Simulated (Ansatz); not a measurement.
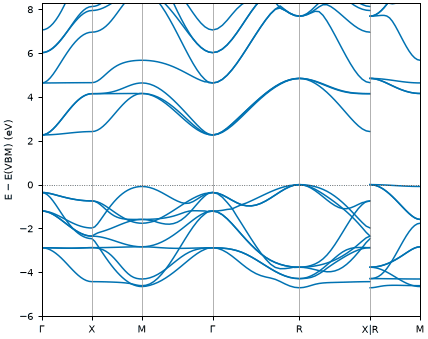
Band structure from r²SCAN (plane waves, PAW; program Ansatz)

### Question
Read off the gap and where the band edges lie.

### Answer
About 2.3 eV (2.27 eV by a search for the band edges); maximum at R, minimum at Γ.

The material is SrTiO3 (cubic perovskite, Pm-3m).

The cell was relaxed with r²SCAN under the symmetry of its start. At this level the phase is dynamically unstable (imaginary phonons). The run is not spin-polarised. Scalar-relativistic: spin–orbit coupling is off unless named, which matters more the heavier the elements.

Potentials: the earlier of the program's two PAW sets.
